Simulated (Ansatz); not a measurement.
# Al10P10 zinc blende bond sphere (Al10P10H30): a short trajectory

What does Al10P10 zinc blende bond sphere (Al10P10H30) do in its first 25 fs with a Langevin thermostat, with the temperature set to 1000 K?

The runs use Ansatz 0.2.0, Gaussian basis; PBE/6-31G*.

## (1) The relaxed structure

An earlier r2SCAN-D4/def2-SVP relaxation fixed the geometry.

50 atoms, charge 0, spin multiplicity 1.

Atoms are counted from 1 here; the program's logs count them from 0.

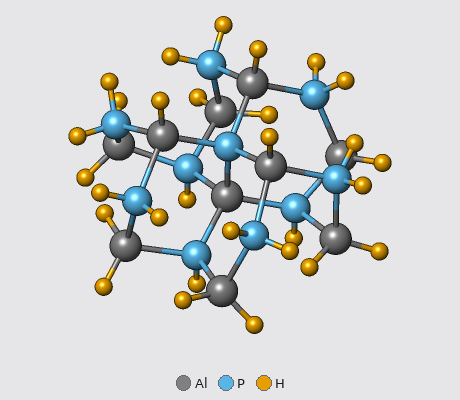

The structure; aluminium grey, phosphorus blue, hydrogen amber.

## (2) Dynamics

Input file in.yaml:

```yaml
crystal:
  periodic: [false, false, false]
  atoms:
    - {symbol: Al, position_ang: [-1.981725, -2.221523, -0.595406]}
    - {symbol: Al, position_ang: [-2.446906, 1.158070, -3.502348]}
    - {symbol: Al, position_ang: [-2.246858, 0.589959, 1.958379]}
    - {symbol: Al, position_ang: [-1.999948, 3.640622, -0.670572]}
    - {symbol: Al, position_ang: [0.663707, -2.052992, -3.609585]}
    - {symbol: Al, position_ang: [0.607178, -1.969355, 2.216731]}
    - {symbol: Al, position_ang: [3.483031, -2.459434, -1.176056]}
    - {symbol: Al, position_ang: [0.679369, 0.692563, -0.686386]}
    - {symbol: Al, position_ang: [1.137979, 3.453180, 2.516843]}
    - {symbol: Al, position_ang: [3.627454, 0.689817, 1.996436]}
    - {symbol: P, position_ang: [-3.032090, -0.985395, -2.405263]}
    - {symbol: P, position_ang: [-0.419396, -3.476920, -1.929575]}
    - {symbol: P, position_ang: [-0.691101, -0.686183, 0.687302]}
    - {symbol: P, position_ang: [-0.768685, 2.047958, -1.990335]}
    - {symbol: P, position_ang: [-3.453300, 1.978813, 0.401133]}
    - {symbol: P, position_ang: [-1.024119, 2.374239, 3.060692]}
    - {symbol: P, position_ang: [1.969802, -0.769836, -2.043011]}
    - {symbol: P, position_ang: [2.419485, -3.025390, 0.988252]}
    - {symbol: P, position_ang: [1.979679, -0.416525, 3.443920]}
    - {symbol: P, position_ang: [2.015573, 2.000116, 0.779428]}
    - {symbol: H, position_ang: [-3.041380, -3.066973, 0.231084]}
    - {symbol: H, position_ang: [-1.910943, 0.891185, -4.970223]}
    - {symbol: H, position_ang: [-3.768208, 2.014301, -3.220859]}
    - {symbol: H, position_ang: [-3.135600, -0.243211, 2.975919]}
    - {symbol: H, position_ang: [-2.810478, 4.678501, -1.558945]}
    - {symbol: H, position_ang: [-1.194966, 4.093876, 0.636119]}
    - {symbol: H, position_ang: [-0.653356, -1.282397, -4.089614]}
    - {symbol: H, position_ang: [1.571419, -2.873531, -4.621607]}
    - {symbol: H, position_ang: [-0.212680, -3.018439, 3.080985]}
    - {symbol: H, position_ang: [3.156820, -3.777767, -2.021320]}
    - {symbol: H, position_ang: [4.967485, -1.954258, -0.942747]}
    - {symbol: H, position_ang: [0.896990, 4.952480, 2.061742]}
    - {symbol: H, position_ang: [1.985958, 3.091944, 3.824455]}
    - {symbol: H, position_ang: [4.094155, -0.603105, 1.178399]}
    - {symbol: H, position_ang: [4.655624, 1.585926, 2.809906]}
    - {symbol: H, position_ang: [-3.257267, -1.954353, -3.419422]}
    - {symbol: H, position_ang: [-4.381326, -0.863727, -1.965253]}
    - {symbol: H, position_ang: [-1.180102, -4.499792, -2.555862]}
    - {symbol: H, position_ang: [0.421554, -4.292426, -1.129741]}
    - {symbol: H, position_ang: [0.101965, 2.836922, -2.795282]}
    - {symbol: H, position_ang: [-4.288197, 1.220645, -0.459138]}
    - {symbol: H, position_ang: [-4.461555, 2.617584, 1.170700]}
    - {symbol: H, position_ang: [-1.989069, 3.395618, 3.271915]}
    - {symbol: H, position_ang: [-0.934295, 1.922090, 4.408242]}
    - {symbol: H, position_ang: [2.762803, 0.085944, -2.859433]}
    - {symbol: H, position_ang: [2.010652, -4.386914, 0.903296]}
    - {symbol: H, position_ang: [3.443830, -3.200202, 1.956907]}
    - {symbol: H, position_ang: [2.626130, -1.192101, 4.442193]}
    - {symbol: H, position_ang: [1.213992, 0.424583, 4.290993]}
    - {symbol: H, position_ang: [2.790911, 2.835822, -0.073986]}
basis:
  gaussian: {orbitals: "6-31G*", fitting: {mean_field: def2-universal-jkfit}}
hamiltonian: {xc: {name: PBE}}
md: {timestep: 1 fs, n_steps: 25, ensemble: nvt_langevin, temperature: 1000, initial_velocities: maxwell_boltzmann, friction: 0.01, seed: 990}
scf: {omitted_lower_state_checks: [starts]}
```

Command:

```sh
$ ansatz run in.yaml --threads 2 --pin off --events-out ev --progress --plain --max-ram 22528MiB --backend cuda --devices 0, --max-vram 18GiB
```

Log, shortened:

```text
Functional definition: PBE
  name "PBE"
  cite "Perdew, Burke & Ernzerhof, Phys. Rev. Lett. 77, 3865 (1996) doi:10.1103/PhysRevLett.77.3865"
  parent pbe
[...]
3100 factors; integrals over basis functions are off by at most 7.9e-2 eV
[...]
mean field -159266.50508752 eV, -5852.9361072519 hartree, gradient 3.2e-5 eV, S^2 0.000000; 0 other end points of the search recorded, 0 dependent functions left out
[...]
reference -159266.50521481 eV, -5852.9361119299 hartree; 155, 155 occupied and 285, 285 virtual orbitals, 3100 factors
md step     0: t =     0.00 fs  T =   980.0 K  F+E_penalty+E_count = -159266.50508752 eV  E_kin = 6.333740 eV  (29 SCF iters)
[...]
md step     6: t =     6.00 fs  T =   753.2 K  F+E_penalty+E_count = -159264.40946004 eV  E_kin = 4.868045 eV  (30 SCF iters)
[...]
md step    12: t =    12.00 fs  T =   484.8 K  F+E_penalty+E_count = -159262.57825295 eV  E_kin = 3.133295 eV  (31 SCF iters)
[...]
md step    18: t =    18.00 fs  T =   586.3 K  F+E_penalty+E_count = -159262.72596609 eV  E_kin = 3.789553 eV  (28 SCF iters)
[...]
md step    24: t =    24.00 fs  T =   638.2 K  F+E_penalty+E_count = -159262.68376456 eV  E_kin = 4.125002 eV  (30 SCF iters)
[...]
md step    25: t =    25.00 fs  T =   608.0 K  F+E_penalty+E_count = -159262.63780794 eV  E_kin = 3.929454 eV  (14 SCF iters)
Total energy: -159262.63793523 eV, -5852.7939920264 hartree
[...]
Atom 34 at     5.164068     1.427181     2.088375 Å, force    -0.752048    -0.039283     0.330643 eV/Å
Atom 35 at    -3.283109    -1.901777    -3.616084 Å, force     0.183549    -0.524305    -0.410833 eV/Å
Atom 36 at    -4.295764    -0.897194    -2.257554 Å, force    -2.900542     0.529218     0.871190 eV/Å
Atom 37 at    -1.355772    -4.689674    -2.670472 Å, force     0.727858     0.267356     0.748047 eV/Å
Atom 38 at     0.478055    -4.340970    -1.085966 Å, force    -0.738562    -0.162656    -0.822924 eV/Å
Atom 39 at    -0.006484     2.839806    -2.722181 Å, force     0.608134     0.493606    -0.419418 eV/Å
Atom 40 at    -4.296856     1.434994    -0.543759 Å, force    -0.024332    -0.765153    -0.766400 eV/Å
Atom 41 at    -4.546011     2.776736     0.829616 Å, force     0.367295     0.073466     0.485264 eV/Å
Atom 42 at    -1.952001     3.239265     3.339518 Å, force    -0.936872     1.220350     0.261543 eV/Å
Atom 43 at    -0.658535     1.966995     4.214947 Å, force     0.060081    -0.168790     0.345162 eV/Å
Atom 44 at     2.522270    -0.032808    -2.756786 Å, force     0.810451     0.660391    -1.037064 eV/Å
Atom 45 at     1.898222    -4.337273     0.849411 Å, force     0.167335    -0.116338    -0.137023 eV/Å
Atom 46 at     3.499769    -3.225927     1.773670 Å, force    -0.357813    -0.019998     0.164207 eV/Å
Atom 47 at     1.988725    -1.087299     4.532020 Å, force     0.885920    -1.356078     1.835253 eV/Å
Atom 48 at     0.887089     0.576227     4.242541 Å, force     0.615331    -0.572881    -0.795401 eV/Å
Atom 49 at     2.881420     2.852479     0.059580 Å, force    -0.282542     0.064079     0.039903 eV/Å
Dipole moment:    -0.567334    -0.498088     0.841163 e Å
Checks for a lower state left out: starts
```

It took 2.3 min on 1 × H100 (card shared with other runs) with 2 threads of AMD EPYC 7R13, shared host; peak host memory 1 GiB.

## (3) Frames and traces

One row in 2; energies are counted from the first frame:

| time (fs) | T (K) | potential (meV) | Al5–H28 (Å) |
| --- | --- | --- | --- |
| 0.0 | 980 | 0.0 | 1.588 |
| 2.0 | 870 | 878.5 | 1.535 |
| 4.0 | 748 | 1900.9 | 1.533 |
| 6.0 | 753 | 2095.6 | 1.591 |
| 8.0 | 713 | 2436.1 | 1.675 |
| 10.0 | 583 | 3466.9 | 1.747 |
| 12.0 | 485 | 3926.8 | 1.780 |
| 14.0 | 536 | 3572.8 | 1.755 |
| 16.0 | 580 | 3630.0 | 1.684 |
| 18.0 | 586 | 3779.1 | 1.588 |
| 20.0 | 624 | 3908.9 | 1.497 |
| 22.0 | 662 | 3860.8 | 1.467 |
| 24.0 | 638 | 3821.3 | 1.524 |

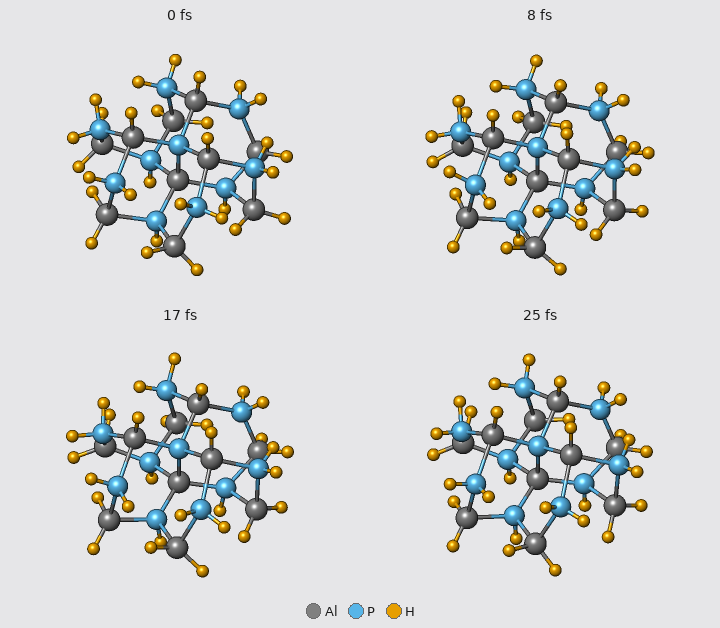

Four frames; sticks are those of the first frame.

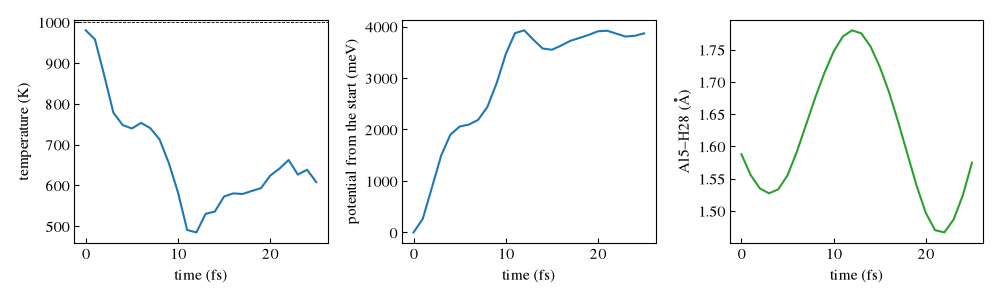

Temperature (the set value dashed), potential energy and the bond that swings most.

Positions (Å) and forces (eV/Å) at 25.0 fs:

```xyz
50

Al   -1.903   -2.320   -0.525   -0.654    0.144   -0.159
Al   -2.266    1.204   -3.456   -1.003   -0.163    0.976
Al   -2.198    0.636    2.035   -0.359   -0.301   -0.990
Al   -2.064    3.778   -0.848   -0.046   -0.014    0.512
Al    0.670   -2.118   -3.499   -0.065   -0.287   -0.372
Al    0.450   -2.027    2.102    0.276    0.860    0.265
Al    3.451   -2.453   -1.023    0.713   -0.425   -1.399
Al    0.862    0.830   -0.662   -1.770   -0.306    0.838
Al    1.158    3.482    2.497    1.017    0.776    1.625
Al    3.677    0.705    1.941   -0.347   -0.238   -0.104
P    -3.017   -1.088   -2.507    3.111    0.025    0.061
P    -0.532   -3.710   -1.947    0.339    0.493   -0.285
P    -0.717   -0.573    0.615    0.333   -0.136   -0.309
P    -0.710    2.120   -1.749   -0.694   -0.645   -1.715
P    -3.403    2.071    0.310   -0.189    0.690    1.066
P    -0.900    2.475    2.918   -0.449   -1.440    0.193
P     1.798   -0.779   -1.859    0.806   -1.503   -0.016
P     2.385   -2.993    0.904   -0.942   -0.475    2.028
P     1.771   -0.324    3.454   -0.929    1.383   -1.272
P     1.903    2.142    0.850    2.386   -0.563   -0.747
H    -2.685   -3.245    0.585   -0.008    0.324   -0.435
H    -2.047    0.999   -4.986    0.559   -0.115   -0.510
H    -3.707    1.981   -3.212    0.413   -0.086    0.159
H    -3.099   -0.431    2.852    0.071    0.454    0.181
H    -2.949    4.703   -1.752   -0.233    0.171   -0.325
H    -0.998    4.407    0.158   -0.057    0.224    0.528
H    -0.180   -1.413   -4.695   -0.263   -0.056    0.509
H     1.999   -2.777   -4.027    0.253   -0.360   -0.215
H    -0.623   -3.010    2.815    0.420   -0.005    0.033
H     3.042   -3.851   -1.856    0.268    0.663    0.149
H     5.026   -2.282   -0.521   -0.613    0.236   -0.461
H     1.018    5.037    2.657   -0.095    0.447   -0.338
H     2.156    2.801    3.659   -0.472    0.316   -0.153
H     3.866   -0.776    1.251   -0.207    0.330   -0.011
H     5.164    1.427    2.088   -0.752   -0.039    0.331
H    -3.283   -1.902   -3.616    0.184   -0.524   -0.411
H    -4.296   -0.897   -2.258   -2.901    0.529    0.871
H    -1.356   -4.690   -2.670    0.728    0.267    0.748
H     0.478   -4.341   -1.086   -0.739   -0.163   -0.823
H    -0.006    2.840   -2.722    0.608    0.494   -0.419
H    -4.297    1.435   -0.544   -0.024   -0.765   -0.766
H    -4.546    2.777    0.830    0.367    0.073    0.485
H    -1.952    3.239    3.340   -0.937    1.220    0.262
H    -0.659    1.967    4.215    0.060   -0.169    0.345
H     2.522   -0.033   -2.757    0.810    0.660   -1.037
H     1.898   -4.337    0.849    0.167   -0.116   -0.137
H     3.500   -3.226    1.774   -0.358   -0.020    0.164
H     1.989   -1.087    4.532    0.886   -1.356    1.835
H     0.887    0.576    4.243    0.615   -0.573   -0.795
H     2.881    2.852    0.060   -0.283    0.064    0.040
```

## (4) Outcome

```
                         quantity                          value
                           length             25 steps of 1.0 fs
temperature, first and last frame                     980, 608 K
         temperature, second half  mean 598 K, from 530 to 662 K
           swing of the potential                       3927 meV
                 range of Al5–H28               1.467 to 1.780 Å
```

In words: From 980 K at the start the temperature swings between 485 and 980 K: with 50 atoms it has no steady value yet; starting near a minimum, about half of the kinetic energy flows into the potential. Al5–H28 swings most, by 0.31 Å; no bond breaks. A run of 25 fs gives no averages.
